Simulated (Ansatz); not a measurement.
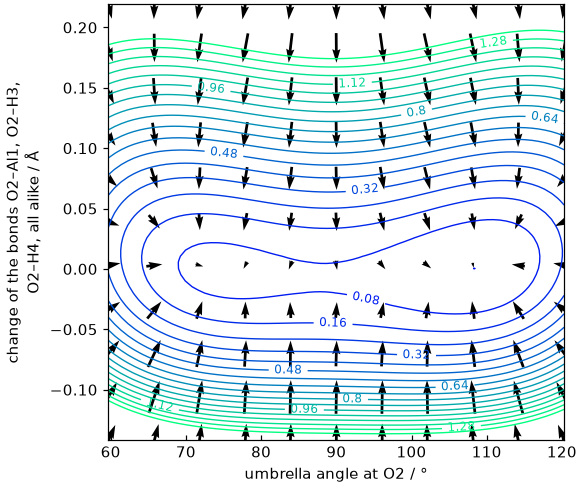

Energy landscape of Al(H2O)F3. First axis: umbrella angle at O2 (between each of its bonds and their common axis; 90 is planar). Second axis: change of the bonds O2–Al1, O2–H3, O2–H4, all alike. Nothing is relaxed (all other coordinates rigid). Grid: 11 × 11 points. Points are written as (first, second). Energies: eV, counted from the relaxed molecule at the same level. All numbers below come from RKS r2SCAN-D4/def2-TZVP (Ansatz).

In the figure: contour lines labelled in eV (none above 1.36), arrows along the force (downhill), their lengths compressed. Between grid points the surface is interpolated. 

What does the map say about the system?

Answer. The lowest grid point is at (108.2°, 0.003 Å), 0.0005 eV from the relaxed molecule at the same level. The highest grid point, (59.7°, −0.142 Å), lies 2.14 eV above the lowest.

Grid values (eV):

```csv
"second ↓, first →",59.7,65.8,71.8,77.9,83.9,90.0,96.1,102.1,108.2,114.2,120.3
0.219,1.72,1.68,1.73,1.81,1.88,1.91,1.87,1.79,1.69,1.62,1.61
0.183,1.33,1.28,1.31,1.38,1.44,1.46,1.43,1.36,1.27,1.21,1.22
0.147,0.98,0.91,0.92,0.98,1.04,1.06,1.03,0.96,0.88,0.83,0.87
0.111,0.69,0.59,0.59,0.63,0.68,0.69,0.67,0.61,0.54,0.51,0.57
0.075,0.46,0.34,0.32,0.35,0.38,0.40,0.37,0.32,0.27,0.25,0.34
0.039,0.33,0.18,0.13,0.15,0.17,0.18,0.16,0.12,0.08,0.09,0.20
0.003,0.31,0.13,0.06,0.06,0.07,0.08,0.06,0.02,0.00,0.03,0.17
−0.034,0.44,0.22,0.13,0.11,0.11,0.11,0.10,0.07,0.07,0.13,0.30
−0.070,0.76,0.50,0.38,0.34,0.33,0.33,0.32,0.30,0.32,0.40,0.61
−0.106,1.30,1.01,0.86,0.80,0.78,0.77,0.76,0.76,0.79,0.91,1.15
−0.142,2.14,1.81,1.63,1.55,1.51,1.50,1.49,1.50,1.56,1.70,1.99
```

Time for the 121 points that were run: 7.7 min on 1 thread of Intel(R) Xeon(R) 6975P-C (Granite Rapids), with other jobs on the host.
